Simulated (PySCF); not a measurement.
**C₅H₈F₃ (doublet): density, localisation and related maps**

```xyz
16

C     2.0108   -0.2401   -0.3650
C     0.5452   -0.3429   -0.7649
C    -0.3767   -0.0879    0.4436
C    -0.2868    1.3059    0.9206
F    -0.5506    2.2785    0.0284
C    -1.8322   -0.4169    0.0415
F    -1.9436   -1.7062   -0.3544
F    -2.6577   -0.2820    1.1056
H     2.2556   -0.9856    0.3883
H     2.2260    0.7451    0.0424
H     2.6463   -0.4050   -1.2310
H     0.3406   -1.3368   -1.1648
H     0.3208    0.3906   -1.5414
H    -0.1089   -0.7566    1.2672
H    -0.3877    1.6245    1.9414
H    -2.2086    0.2243   -0.7688
```

Geometry: GFN2-xTB.

Computed with PySCF 2.14.0, density-fitted response routines, UKS B3LYP, pcH-1 on C F H, non-relativistic, mean-field spin-orbit, GIAO.

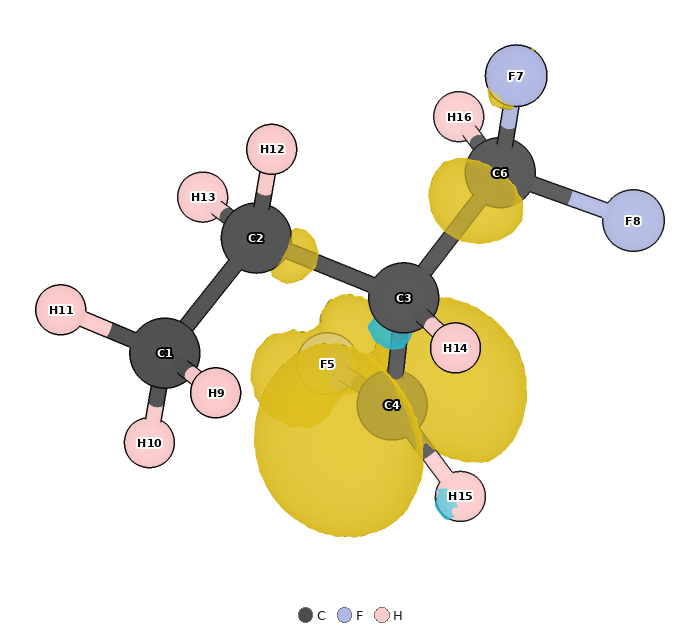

Figure 1. Isosurfaces of the spin density at +0.04 (yellow) and −0.04 e/Å³ (cyan), seen at a tilt.

> Which atoms carry the spin?

The unpaired spin (1 electron) lies mostly on C4 (about 0.7) and F5 (about 0.1), in electrons by Hirshfeld's partition.

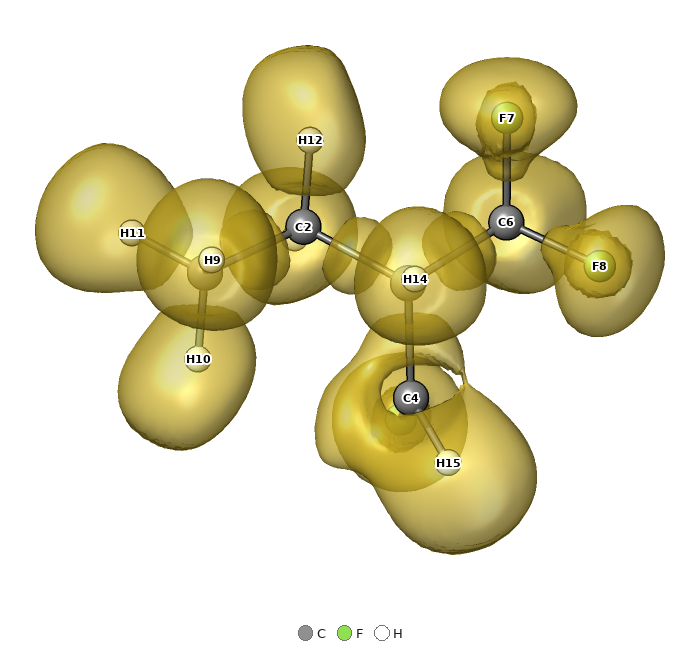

Figure 2. Isosurface of the electron localisation function at 0.75 (yellow), seen at a tilt. Only the valence region is drawn (cores and ρ < 0.01 e/Å³ removed).

> Describe the localisation domains.

The surface consists of three regions between bonded C–C atoms (shared pairs), eight regions around hydrogen nuclei and three regions on F in which the atom's valence shell and bonds are merged. Profiles from the grid: C–F (1.35 Å): the ELF peaks at about 0.85 between the atoms; a shared but strongly polarised pair. C–C (1.48 Å): the ELF peaks at about 0.95 between the atoms: localised, covalent bonding.

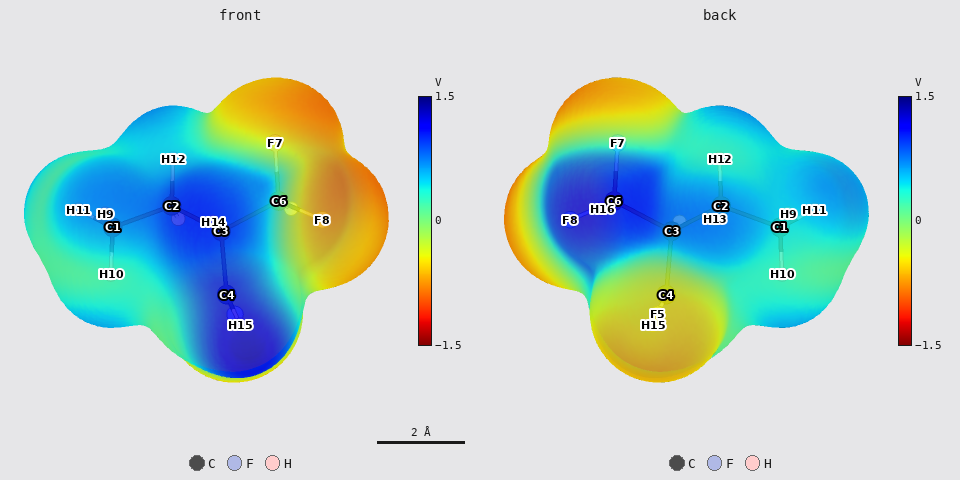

Figure 3. The electrostatic potential painted on the density surface at 0.002 e/bohr³, seen from the front and from behind; red is negative and blue positive.

> Describe the electrostatic potential map.

The most negative region (about −0.9 V) lies over F7 and F8, the most positive (about +1.2 V) over H15.

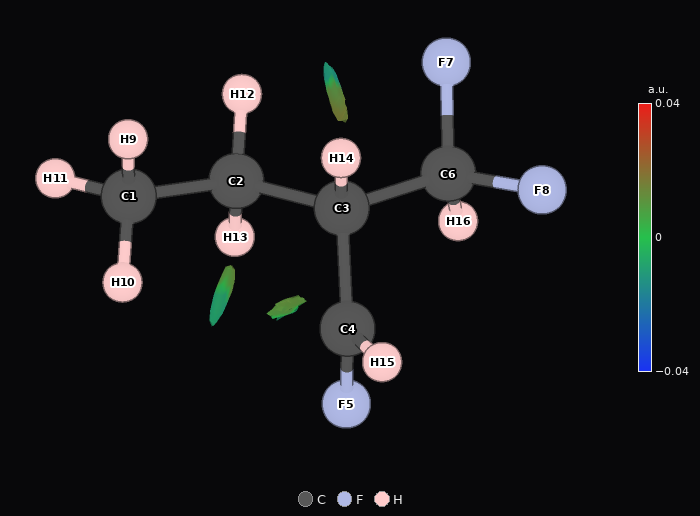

Figure 4. Non-covalent interaction (NCI) plot: the surface where the reduced density gradient is 0.5, for densities under 0.05 a.u., coloured by sign(λ₂)ρ; seen at an oblique angle.

> Which non-covalent interactions does the plot reveal?

Between H12 and C2 on one side and F7 and C6 on the other: a weak contact, attractive (blue-green) on one side and crowded (olive to red) on the other; near H13, F5 and C2: mostly steric crowding (olive to red); near H10, C4 and C1: mostly steric crowding (olive to red).
